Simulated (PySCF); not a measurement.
# C4H10AlClO: excited-state calculation

- system: C4H10AlClO, SMILES CC[C@H](C)[O][AlH][Cl]
- method: TDDFT CAM-B3LYP/def2-SVPD, vertical, gas phase, core orbitals frozen in the response (PySCF 2.14.0)

The geometry comes from this level: GFN2-xTB.

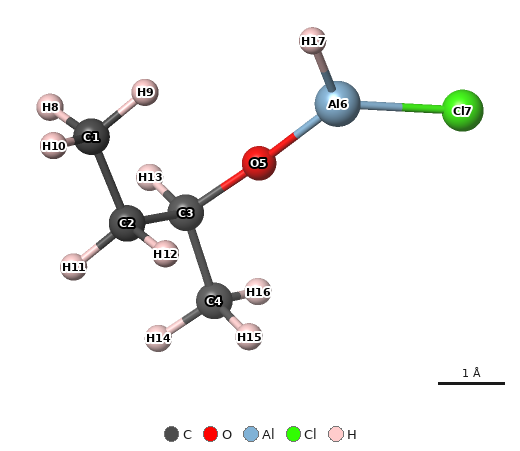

*The structure (ball-and-stick view, seen at a tilt; atoms are numbered from 1 in the order of the input). Sticks mark near contacts.*

Bond lengths as drawn: Al–Cl 2.03 Å, Al–H 1.51 Å, Al–O 1.64 Å, C–C 1.52 to 1.53 Å, C–H 1.09 to 1.10 Å and C–O 1.40 Å.

**Results in brief**

- outcome: converged
- total energy: −935.942831 hartree
- HOMO: −9.49 eV
- LUMO: 0.35 eV
- dipole moment: 1.97 D
- mean polarisability: 89.02 a.u.
- lowest singlet excitation: 6.44 eV
- hardware: 1 CPU thread, shared host
- wall time: 1.8 min
- peak memory: 1 GiB

**Input**
```
{"job": {"kind": "uv", "xc": "CAM-B3LYP", "basis": "def2-SVPD", "nstates": 8, "ntriplets": 3}, "charge": 0, "multiplicity": 1}
C     -1.264317    -1.641028     0.153053
C     -1.112554    -0.259001    -0.467908
C     -0.195044     0.646989     0.360957
C     -0.151323     2.061651    -0.212729
O      1.100313     0.118904     0.396947
Al     2.513616    -0.707838     0.297280
Cl     4.329857     0.191513     0.320818
H     -1.744049    -1.571740     1.127086
H     -0.284148    -2.099272     0.279957
H     -1.867746    -2.281911    -0.484803
H     -2.088639     0.221657    -0.555313
H     -0.682015    -0.352627    -1.467882
H     -0.568936     0.686137     1.394422
H     -1.139895     2.511972    -0.185292
H      0.199866     2.028334    -1.242108
H      0.536120     2.672860     0.367579
H      2.411895    -2.214570     0.206948
```

The first line tells a small driver script what to run in PySCF; the rest is the geometry in Å.

Run as:
```bash
OMP_NUM_THREADS=1 python <driver script> task.json out
```

**Log**
```
coarse grid: 14880 points
cycle   1  E = -935.6880632798  dE =  6.942e-01  |g| = 7.705e-01  |ddm| = 7.096e+00
cycle   2  E = -935.5894161984  dE =  9.865e-02  |g| = 1.088e+00  |ddm| = 2.872e+00
cycle   3  E = -935.8095433122  dE = -2.201e-01  |g| = 1.044e-01  |ddm| = 1.276e+00
cycle   4  E = -935.8117762373  dE = -2.233e-03  |g| = 3.558e-02  |ddm| = 2.247e-01
cycle   5  E = -935.8121004975  dE = -3.243e-04  |g| = 3.690e-03  |ddm| = 7.469e-02
cycle   6  E = -935.8121041114  dE = -3.614e-06  |g| = 1.421e-03  |ddm| = 1.470e-02
final grid: 133400 points
cycle   7  E = -935.9428264310  dE = -3.792e-05  |g| = 4.098e-03  |ddm| = 9.855e-02
cycle   8  E = -935.9428272647  dE = -8.337e-07  |g| = 3.853e-03  |ddm| = 1.517e-02
cycle   9  E = -935.9428306476  dE = -3.383e-06  |g| = 5.106e-04  |ddm| = 5.590e-03
cycle  10  E = -935.9428306879  dE = -4.027e-08  |g| = 2.383e-04  |ddm| = 8.447e-04
cycle  11  E = -935.9428306990  dE = -1.112e-08  |g| = 2.789e-05  |ddm| = 3.618e-04
cycle  12  E = -935.9428306992  dE = -2.010e-10  |g| = 8.409e-06  |ddm| = 7.961e-05
```

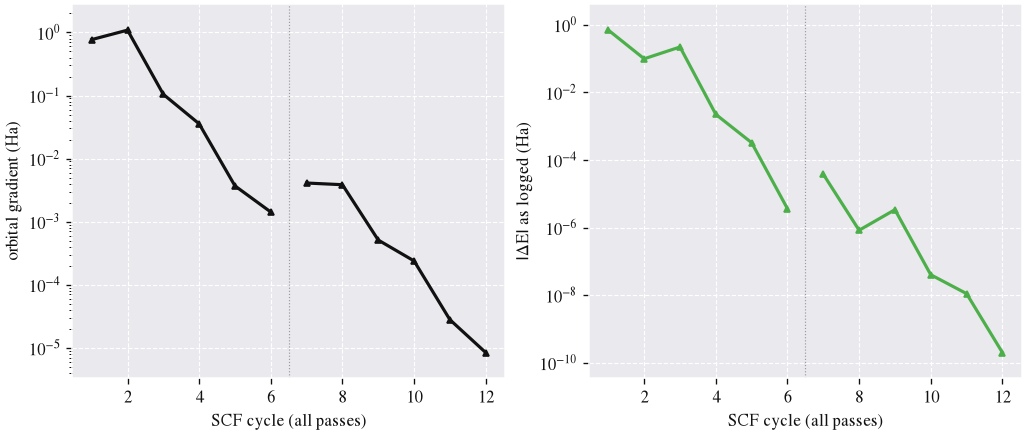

*Convergence of the self-consistent field: orbital gradient and size of the energy change against the SCF cycle. The dotted line marks the change from a coarse to the final integration grid.*

The first 6 cycles use a coarse grid, the final grid takes over at cycle 7, and the field converges after 12 cycles in all.

```
converged SCF energy = -935.9428306992

Static polarisability (au): isotropic 89.017, principal 75.168 90.220 101.664

Singlet excitations
state   eV       nm        f      main configurations
  1   6.4354    192.7   0.00780   H->L 0.92
  2   7.0772    175.2   0.02726   H->L+1 0.56, H-1->L 0.28
  3   7.2145    171.9   0.10227   H-1->L 0.59, H->L+1 0.26
  4   7.3124    169.6   0.00309   H-2->L 0.63, H-1->L+1 0.26
  5   7.4035    167.5   0.02186   H-1->L+1 0.51, H-2->L 0.29
  6   7.9853    155.3   0.08481   H-2->L+1 0.75, H-2->L+2 0.10
  7   8.1925    151.3   0.01089   H->L+2 0.65
  8   8.2381    150.5   0.00179   H-4->L 0.25, H-6->L 0.19, H-3->L 0.12

Triplet excitations (Tamm-Dancoff, eV): 6.1346 6.5089 6.7381
```

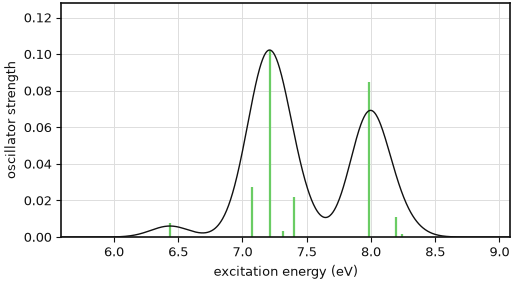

*Computed excitations as sticks (degenerate states added up, dark ones marked on the axis), with a Gaussian envelope of 0.35 eV full width at half maximum, scaled to the tallest.*

Of the 8 states the lowest lies at 6.44 eV (f = 0.008); the strongest line is at 7.21 eV, or 172 nm (f = 0.102).

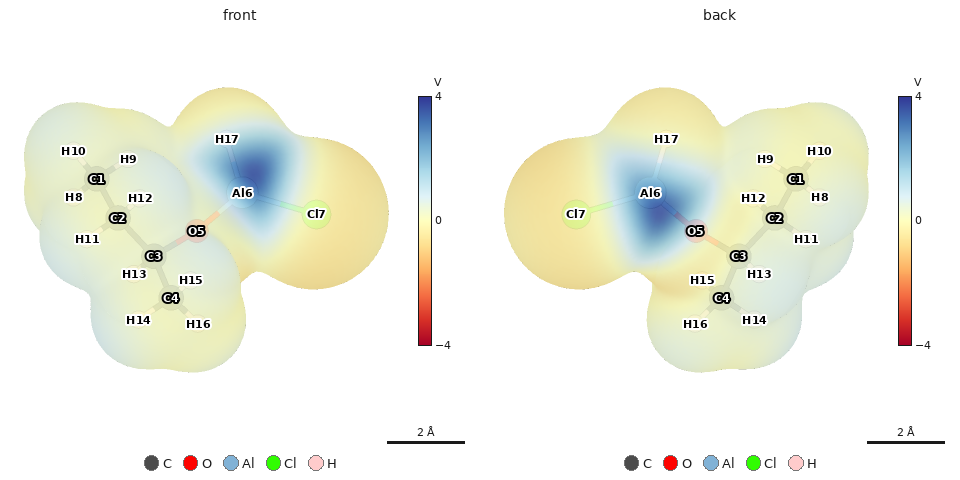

*The electrostatic potential painted on the density surface at 0.002 e/bohr³, seen at a tilt and from behind; red is negative and blue positive.*

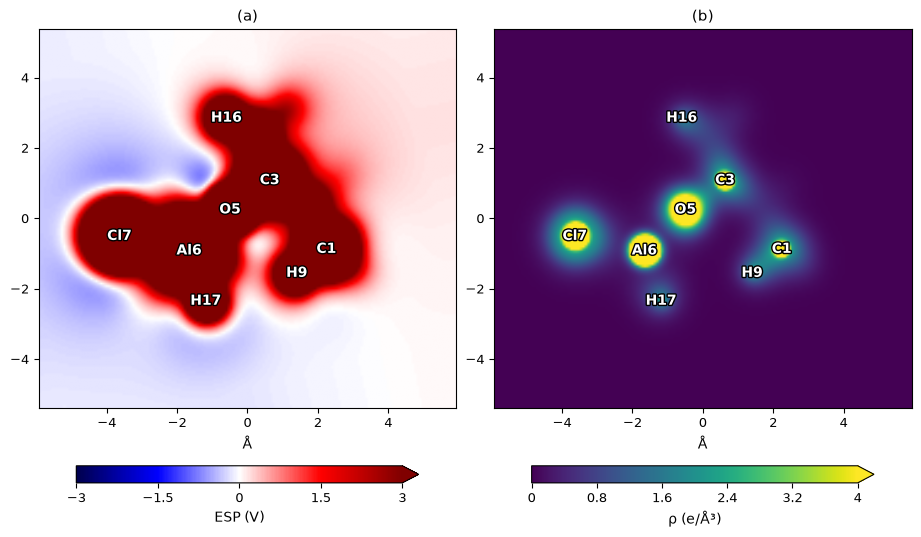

*(a) electrostatic potential; (b) electron density on the plane of atoms Cl7, Al6 and H17.*

The section cuts through C, O, Al, Cl and H sites. Al–O (1.64 Å): ρ is about 0.88 e/Å³ halfway. Al–Cl (2.03 Å): ρ is about 0.8 e/Å³ halfway. C–H (1.09 Å): ρ at the midpoint is about 2 e/Å³.

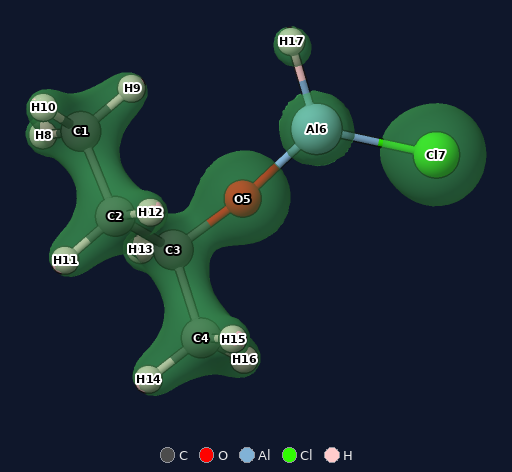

*Isosurface of the total electron density at 1 e/Å³ (green), seen at a tilt.*

At this value the surface falls into four separate pieces. It is pinched off along the Al–O (1.64 Å) and Al–Cl (2.03 Å) contacts. On the grid the lowest density along these lines, outside the cores, is 1.7 e/Å³ (C–O, 1.40 Å), 1.7 e/Å³ (C–C, 1.52 Å), 0.75 e/Å³ (Al–O, 1.64 Å) and 0.6 e/Å³ (Al–Cl, 2.03 Å).
